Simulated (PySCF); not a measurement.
# SiF3 (trifluorosilyl) at U-wB97X-V/STO-3G

Aim: the vertical doublet–quartet gap of SiF3 (trifluorosilyl) at U-wB97X-V/STO-3G, from 2 runs. The job is set up through a Python script.

Program for the calculation: PySCF 2.14.0.

12 further runs of the same task are left out: 4 that didn't finish, 8 set aside as unsound or not needed.

## 1. The molecule

SiF3: 4 atoms, total charge 0, spin state doublet. SMILES: `F[Si](F)F`. The coordinates come from a PBE0-D4/def2-TZVP relaxation.

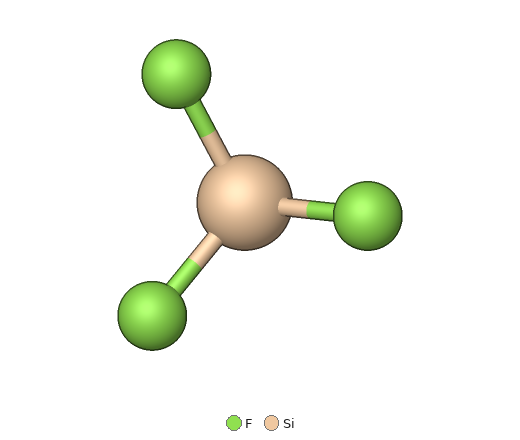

Viewed from a chosen angle; fluorine green, silicon light orange.

## 2. The energy at U-wB97X-V/STO-3G

run.py reads:

```python
from pyscf import gto, dft

mol = gto.M(
    atom='''
F      1.483152    -0.958167     2.176398
Si    -0.534320     0.402625     0.442725
F     -1.878879    -1.686108    -1.217626
F      0.930048     2.241650    -1.401496
''',
    charge=0,
    unit='bohr',
    spin=1,
    verbose=3,
    basis='sto-3g',
    max_memory=1860,
)

ks = dft.UKS(mol)
ks.xc = 'wb97x-v'
ks.conv_tol = 1e-10
ks.grids.level = 5
ks.nlcgrids.level = 1
ks.kernel()
if not ks.converged:
    ks = ks.newton().run(ks.mo_coeff, ks.mo_occ)

e_tot = ks.e_tot
print('Final energy', e_tot)
```

Command:

```
$ OMP_NUM_THREADS=1 python run.py
```

The log of the run:

```text
converged SCF energy = -581.189320903071  <S^2> = 0.75315414  2S+1 = 2.0031517
Final energy -581.1893209030711
```

Wall time 17 s (1 thread of Intel Xeon 6975P-C (Granite Rapids), shared host); peak memory 0.23 GiB.

## 3. The quartet at the same level

start.xyz reads:

```xyz
4
F3Si
F      0.784850    -0.507040     1.151700
Si    -0.282750     0.213060     0.234280
F     -0.994260    -0.892250    -0.644340
F      0.492160     1.186230    -0.741640
```

calc.py reads:

```python
from pyscf import gto, dft

mol = gto.Mole()
mol.atom = 'start.xyz'
mol.basis = 'sto-3g'
mol.spin = 3
mol.charge = 0
mol.verbose = 4
mol.max_memory = 1860
mol.build()

calc0 = dft.UKS(mol)
calc0.xc = 'wb97x-v'
calc0.conv_tol = 1e-10
calc0.grids.level = 5
calc0.nlcgrids.level = 1
calc0.kernel()
if not calc0.converged:
    calc0 = calc0.newton().run(calc0.mo_coeff, calc0.mo_occ)

energy = calc0.e_tot
print(f'total energy: {energy:.8f} hartree')
```

Command:

```
$ OMP_NUM_THREADS=1 python calc.py
```

The log of the run:

```text
PySCF version 2.14.0

[INPUT] num. atoms = 4
[INPUT] num. electrons = 41
[INPUT] charge = 0
[INPUT] spin (= nelec alpha-beta = 2S) = 3
[INPUT] symmetry False subgroup None
[INPUT] Mole.unit = angstrom
[INPUT] Symbol           X                Y                Z      unit          X                Y                Z       unit  Magmom
[INPUT]  1 F      0.784850000000  -0.507040000000   1.151700000000 AA    1.483151548865  -0.958166734199   2.176397577662 Bohr   0.0
[INPUT]  2 Si    -0.282750000000   0.213060000000   0.234280000000 AA   -0.534320061721   0.402625048100   0.442725036463 Bohr   0.0
[INPUT]  3 F     -0.994260000000  -0.892250000000  -0.644340000000 AA   -1.878879096610  -1.686108134643  -1.217626131102 Bohr   0.0
[INPUT]  4 F      0.492160000000   1.186230000000  -0.741640000000 AA    0.930047609466   2.241649820743  -1.401496483022 Bohr   0.0

nuclear repulsion = 176.798451306826
number of shells = 14
number of NR pGTOs = 72
number of NR cGTOs = 24
basis = sto-3g
ecp = {}

[... 51 lines left out ...]
[... the frontier-level lines of each cycle are left out ...]
[... 11 lines left out ...]
[... 11 lines left out ...]
[... 11 lines left out ...]
[... 11 lines left out ...]
[... 11 lines left out ...]
[... 11 lines left out ...]
[... 5 lines left out ...]

cycle= 15 E= -580.717836488001  delta_E= -1.53e-10  |g|= 7.22e-06  |ddm|= 1.56e-05


cycle= 16 E= -580.71783648683  delta_E= 1.17e-09  |g|= 6.59e-06  |ddm|= 0.000128


cycle= 17 E= -580.717836482578  delta_E= 4.25e-09  |g|= 3.47e-06  |ddm|= 0.000785


cycle= 18 E= -580.717836482439  delta_E= 1.39e-10  |g|= 2.64e-06  |ddm|= 0.000131


cycle= 19 E= -580.717836482467  delta_E= -2.81e-11  |g|= 9.27e-07  |ddm|= 0.000108


Extra cycle  E= -580.717836482472  delta_E= -5.12e-12  |g|= 8.88e-07  |ddm|= 7.62e-06
converged SCF energy = -580.717836482472  <S^2> = 3.7543568  2S+1 = 4.0021778
total energy: -580.71783648 hartree
```

Run time: 32 s. Hardware: 1 thread of Intel Xeon 6975P-C (Granite Rapids), shared host; peak memory 0.23 GiB.

## 4. Outcome

At U-wB97X-V/STO-3G:

```
                                        quantity          value
                           doublet: total energy  -581.18932 Eh
                          doublet: dipole moment         0.73 D
     doublet: HOMO energy (highest over α and β)       -4.65 eV
      doublet: LUMO energy (lowest over α and β)        3.73 eV
                                   doublet: ⟨S²⟩          0.753
                           quartet: total energy  -580.71784 Eh
                          quartet: dipole moment         1.56 D
                                   quartet: ⟨S²⟩          3.754
vertical energy of the quartet above the doublet      12.830 eV
```

What this shows: At this shape the quartet lies 12.83 eV (296 kcal/mol) above the doublet. In a minimal basis such a difference can be off by several eV, whatever the method. Mulliken charges (doublet) run from -0.25 on F1 to +0.75 on Si2.
